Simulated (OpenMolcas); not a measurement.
# InCNClF (SMILES N#[C][In]([F])[Cl]) at 5 levels

Wanted: a comparison of 5 runs (M06-2X/def2-SVP, SVWN5/def2-SVP, TPSS/def2-SVP, r2SCAN/def2-SVP, MP2/def2-SVP) of InCNClF. 

The results are computed with OpenMolcas 26.06.

### 1 Starting point

InCNClF: 5 atoms, total charge 0, spin state singlet. As SMILES, `N#[C][In]([F])[Cl]`. The shape is that of a PBE0-D4/def2-TZVP optimisation.

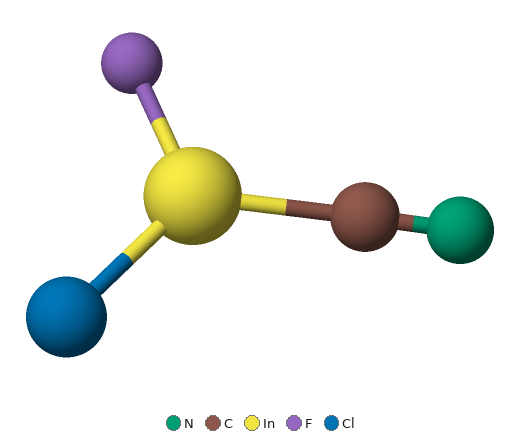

The structure, seen from a chosen angle (nitrogen teal, carbon brown, indium yellow, fluorine purple, chlorine blue).

### 2 Energy and gradient at M06-2X/def2-SVP (core potential) (run 1)

Contents of mol.xyz:

```xyz
5

N     -1.392600     1.451400     1.648800
C     -0.781900     0.784400     0.934900
In     0.330400    -0.389600    -0.376400
F      0.434400    -2.280900    -0.039700
Cl     1.459700     0.361000    -2.209100
```

Contents of run.input:

```
* CClFInN Kohn-Sham DFT

&gateway
  baslib = $CurrDir
  coord = mol.xyz
  basis = def2-SVP
  group = NoSym

&seward
  gridinput
  Grid=UltraFine
  End of Grid

&scf
  ksdft = M062X
  thresholds = 1e-10 1e-07 1e-07 1e-05
  prorbitals = 0

&alaska
```

The basis set def2-SVP is read from a file made from the Basis Set Exchange's data (not shown).

Run with:

```sh
$ export MOLCAS_MEM=1860
$ pymolcas run.input > run.log
```

The program printed:

```text
--- Start Module: gateway ---
[...]
--- Stop Module: gateway /rc=_RC_ALL_IS_WELL_ ---
[...]
      Basis functions           86
[...]
--- Start Module: scf ---
[...]
       Convergence after  16 Iterations
[...]
::    Total KS-DFT energy                            -842.6434299904
[...]
      Total spin, S                                     0.0000000000
[...]
      Total electronic charge=   60.000000
      Total            charge=   -0.000000
[...]
      Dipole Moment (debye):
      Origin of the operator (angstrom)=    0.3509   -0.2347   -0.4462
                   X=  7.5515E-01               Y=  1.8336E-01               Z= -1.1418E+00           Total=  1.3812E+00
      Quadrupole Moment (debye*angstrom):
[...]
--- Stop Module: scf /rc=_RC_ALL_IS_WELL_ ---
[...]
--- Start Module: alaska ---
[...]
 *              Molecular gradients               *
 **************************************************
  Irreducible representation: a
 ------------------------------------------------------------------------------------------
                              X                       Y                       Z
 ------------------------------------------------------------------------------------------
  N1                4.79052490668508E-03   -4.88455595647252E-03   -5.69305382878937E-03
  C2                1.42953806028245E-04   -9.11601322356681E-04    2.77949049434234E-05
  IN3               1.95356686907111E-03    2.54217354236858E-03   -3.48675792011210E-03
  F4               -4.38590783264248E-04    7.92772396233232E-03   -1.41036262706162E-03
  CL5              -6.44845479842004E-03   -4.67374022571221E-03    1.05623794709615E-02
 ------------------------------------------------------------------------------------------
--- Stop Module: alaska /rc=_RC_ALL_IS_WELL_ ---
[...]
```

Run time: 19 s. Hardware: 1 thread of Intel Xeon 6975P-C (Granite Rapids), shared host; peak memory 0.47 GiB.

### 3 Energy and forces at SVWN5/def2-SVP (core potential) (run 2)

Contents of calc.inp:

```
&GATEWAY
 BASLIB=$CurrDir
 COORD
 5
 angstrom
 N       -1.392600       1.451400       1.648800
 C       -0.781900       0.784400       0.934900
 In       0.330400      -0.389600      -0.376400
 F        0.434400      -2.280900      -0.039700
 Cl       1.459700       0.361000      -2.209100
 BASIS=def2-SVP
 GROUP=NoSym

&SEWARD
 GRIDINPUT
 Grid=UltraFine
 End of Grid

&SCF
 KSDFT=SVWN5
 THRESHOLDS=1e-10 1e-07 1e-07 1e-05
 PRORBITALS=1

&ALASKA
```

The basis set def2-SVP is read from a file made from the Basis Set Exchange's data (not shown).

Run with:

```sh
$ export MOLCAS_MEM=1860
$ pymolcas calc.inp > calc.log
```

The program printed:

```text
--- Start Module: gateway ---
[...]
--- Stop Module: gateway /rc=_RC_ALL_IS_WELL_ ---
[...]
      Basis functions           86
[...]
--- Start Module: scf ---
[...]
       Convergence after  23 Iterations
[...]
::    Total KS-DFT energy                            -839.5690988694
[...]
      Total spin, S                                     0.0000000000
[...]
      Total electronic charge=   60.000000
      Total            charge=   -0.000000
[...]
      Dipole Moment (debye):
      Origin of the operator (angstrom)=    0.3509   -0.2347   -0.4462
                   X=  8.5682E-01               Y=  4.6146E-02               Z= -1.2542E+00           Total=  1.5197E+00
      Quadrupole Moment (debye*angstrom):
[...]
--- Stop Module: scf /rc=_RC_ALL_IS_WELL_ ---
[...]
--- Start Module: alaska ---
[...]
 *              Molecular gradients               *
 **************************************************
  Irreducible representation: a
 ------------------------------------------------------------------------------------------
                              X                       Y                       Z
 ------------------------------------------------------------------------------------------
  N1                1.96963627389035E-02   -2.11273064383608E-02   -2.31274623729618E-02
  C2               -2.13743614899102E-02    2.23795786197991E-02    2.52388470393514E-02
  IN3               4.34127836490683E-03   -4.56325069101471E-03   -5.11868622101552E-03
  F4               -4.75954921147159E-04    4.70373999583984E-03   -5.24462748557220E-04
  CL5              -2.18732469278038E-03   -1.39276148614442E-03    3.53176430316537E-03
 ------------------------------------------------------------------------------------------
--- Stop Module: alaska /rc=_RC_ALL_IS_WELL_ ---
[...]
```

It took 15 s on 1 thread of Intel Xeon 6975P-C (Granite Rapids), shared host; peak memory 0.47 GiB.

Runs 3 to 4 aren't shown in full; the table further down has their settings and results.

### 4 The energy at MP2/def2-SVP (core potential) (run 5)

Contents of coord.xyz:

```xyz
5

N     -1.392600     1.451400     1.648800
C     -0.781900     0.784400     0.934900
In     0.330400    -0.389600    -0.376400
F      0.434400    -2.280900    -0.039700
Cl     1.459700     0.361000    -2.209100
```

Contents of mol.input:

```
* CClFInN MP2

&GATEWAY
  BASLIB = $CurrDir
  COORD = coord.xyz
  BASIS = def2-SVP
  GROUP = NoSym

&SEWARD

&SCF
  THRESHOLDS = 1e-10 1e-07 1e-07 1e-05
  PRORBITALS = 1 2

&MBPT2
  FROZEN = 12
```

The basis set def2-SVP is read from a file made from the Basis Set Exchange's data (not shown).

Run with:

```sh
$ export MOLCAS_MEM=1860
$ pymolcas mol.input > mol.log
```

The program printed:

```text
--- Start Module: gateway ---
[...]
--- Stop Module: gateway /rc=_RC_ALL_IS_WELL_ ---
[...]
      Basis functions           86
[...]
--- Start Module: scf ---
[...]
       Convergence after  16 Iterations
[...]
::    Total SCF energy                               -840.2319041475
[...]
      Total spin, S                                     0.0000000000
[...]
      Total electronic charge=   60.000000
      Total            charge=   -0.000000
[...]
      Dipole Moment (debye):
      Origin of the operator (angstrom)=    0.3509   -0.2347   -0.4462
                   X=  7.8445E-01               Y=  2.6335E-01               Z= -1.2048E+00           Total=  1.4616E+00
      Quadrupole Moment (debye*angstrom):
[...]
--- Stop Module: scf /rc=_RC_ALL_IS_WELL_ ---
[...]
--- Start Module: mbpt2 ---
[...]
WARNING!
Default frozen orbitals as non valence orbitals is overwritten by user input.
Default values:   8
[...]
       Reference weight ( Cref**2 )         =        0.81508
::    Total MBPT2 energy                             -840.9028670375
[...]
      Total MBPT2 calculations                           0.24      0.27
--- Stop Module: mbpt2 /rc=_RC_ALL_IS_WELL_ ---
[...]
```

It took 6.3 s on 1 thread of Intel Xeon 6975P-C (Granite Rapids), shared host; peak memory 0.47 GiB.

### 5 All runs side by side

| run | level | task | integration grid | energy (Eh) | dipole moment (D) of the reference | HOMO energy (eV) | LUMO energy (eV) | wall time |
| --- | --- | --- | --- | --- | --- | --- | --- | --- |
| 1 | M06-2X/def2-SVP (core potential) | gradient | UltraFine | -842.643430 | 1.38 | -11.12 | -1.96 | 19 s |
| 2 | SVWN5/def2-SVP (core potential) | gradient | UltraFine | -839.569099 | 1.52 | -8.36 | -3.73 | 15 s |
| 3 | TPSS/def2-SVP (core potential) | gradient | UltraFine | -842.750232 | 1.36 | -8.37 | -3.32 | 29 s |
| 4 | r2SCAN/def2-SVP (core potential) | gradient | UltraFine | -842.731186 | 1.38 | -8.66 | -3.27 | 23 s |
| 5 | MP2/def2-SVP (core potential) | energy | – | -840.902867 | 1.46 | -13.20 | 0.25 | 6.3 s |

### 6 Results

```
                                           quantity          value
                                run 5: total energy  -840.90287 Eh
          run 5: dipole moment (mean-field density)         1.46 D
         run 5: HOMO energy (Hartree–Fock orbitals)      -13.20 eV
         run 5: LUMO energy (Hartree–Fock orbitals)        0.25 eV
       run 5: HOMO–LUMO gap (Hartree–Fock orbitals)       13.44 eV
run 5: correlation energy (12 core orbitals frozen)     -671.0 mEh
```

What this shows: Over runs 1, 2, 3, 4 the dipole moment (its size) runs from 1.36 D (TPSS/def2-SVP) to 1.52 D (SVWN5/def2-SVP). Over runs 1, 2, 3, 4 the HOMO–LUMO gap runs from 4.63 eV (SVWN5/def2-SVP) to 9.16 eV (M06-2X/def2-SVP). Totals of different functionals can't be ranked against each other. All runs together took 92 s, the longest 29 s.
